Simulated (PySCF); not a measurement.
C4H9NOSi2 (SMILES [H]/N=C\C(C=O)=C/[SiH2][SiH3])

```xyz
17

N    -1.7486    1.9088   -0.8205
C    -0.9626    0.9650   -0.5615
C    -1.2236   -0.3023    0.1387
C    -2.5824   -0.5926    0.6217
O    -3.5403    0.1370    0.5589
C    -0.2403   -1.1970    0.3620
Si    1.5863   -1.0278   -0.0841
Si    2.5169    0.7479    1.0881
H    -2.7081    1.7680   -0.5034
H     0.0699    1.0882   -0.8936
H    -2.6719   -1.5998    1.0806
H    -0.5211   -2.0932    0.9059
H     1.6658   -0.9018   -1.5445
H     2.1546   -2.3440    0.2383
H     1.5231    1.4126    1.9343
H     3.0642    1.7443    0.1661
H     3.6111    0.2990    1.9526
```

Geometry: GFN2-xTB.

These are results of PySCF, CAM-B3LYP/def2-SVPD, SCF density, gas phase, not measurements.

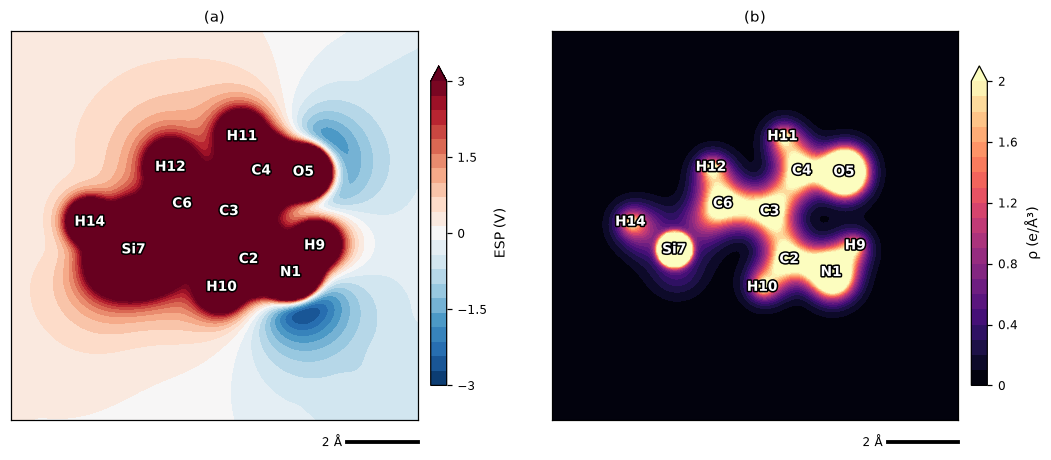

Figure 1. (a) electrostatic potential; (b) total electron density on the plane of atoms C2, C3 and C4.

**What do the fields say about this system?**

- Atoms in the plane: N, C, O, Si and H.
- C–O (1.21 Å): the density is about 3.4 e/Å³ at the midpoint.
- C–N (1.26 Å): ρ at the midpoint is about 2.9 e/Å³.
- C–C (1.35 Å): the density is about 2.3 e/Å³ at the midpoint.
- C–Si (1.89 Å): the density is about 0.93 e/Å³ at the midpoint.
- N–H (1.02 Å): ρ is about 2.9 e/Å³ halfway.
- Outside the dense part of the molecule the potential is most negative (−2.7 V) near N1.

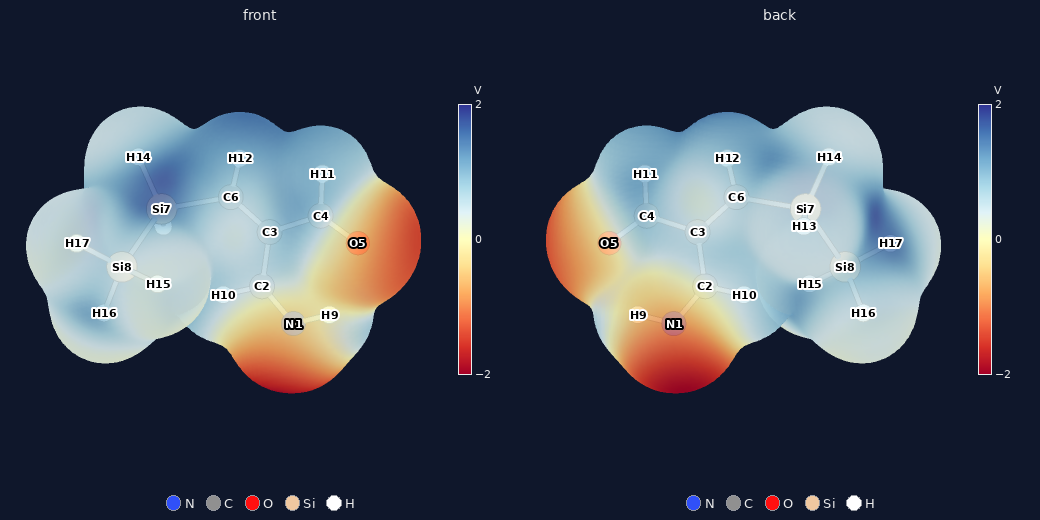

Figure 2. The molecular electrostatic potential painted on the density surface at 0.002 e/bohr³, seen from the front and from behind; the colour scale runs from red (negative) to blue (positive).

**Which sites attract a positive test charge, and which a negative one?**

A positive charge is drawn to the negative regions and a negative charge to the positive ones. The most negative region (about −1.9 V, or −44 kcal/mol for a unit charge) lies over N1, the most positive (about +1.7 V, or +39 kcal/mol for a unit charge) over Si7 and Si8. N1 is the likeliest acceptor of a hydrogen bond.

**What dipole moment does the calculation give?**

Its dipole moment is 4.50 D.
